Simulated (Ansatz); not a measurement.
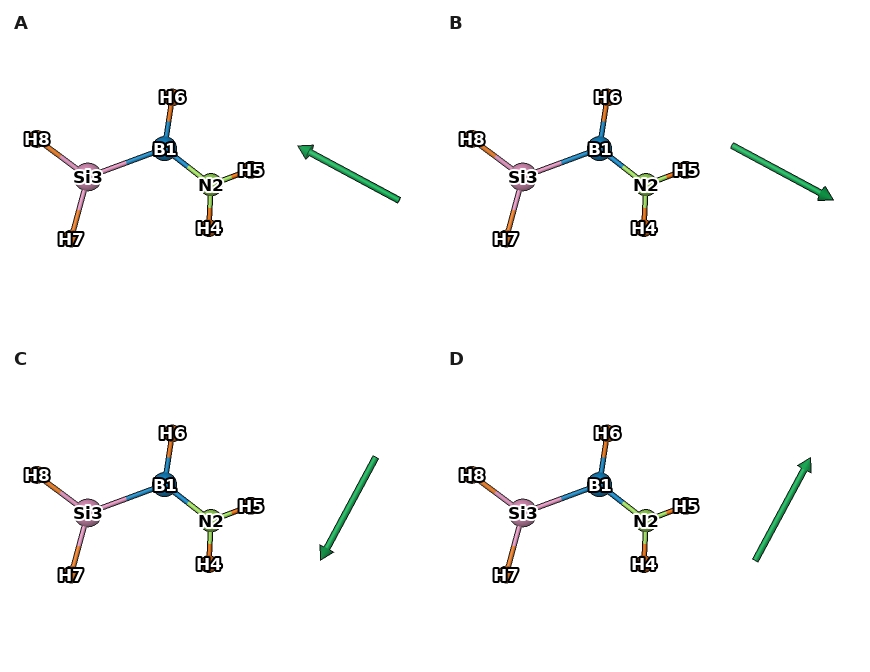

The same molecule four times, each with an arrow. Charge 0, doublet. Computed geometry: PBE-D4/def2-SVP optimisation. No frequency run is at hand to confirm it as a minimum. Method: UKS PBE-D4/def2-SVP (Ansatz 0.2.0).

Which arrow points along the dipole moment, from the negative to the positive end?

B. The dipole moment is 2.53 D; it points from the side of H8 to the side of H5 (the outermost atoms at the two ends).
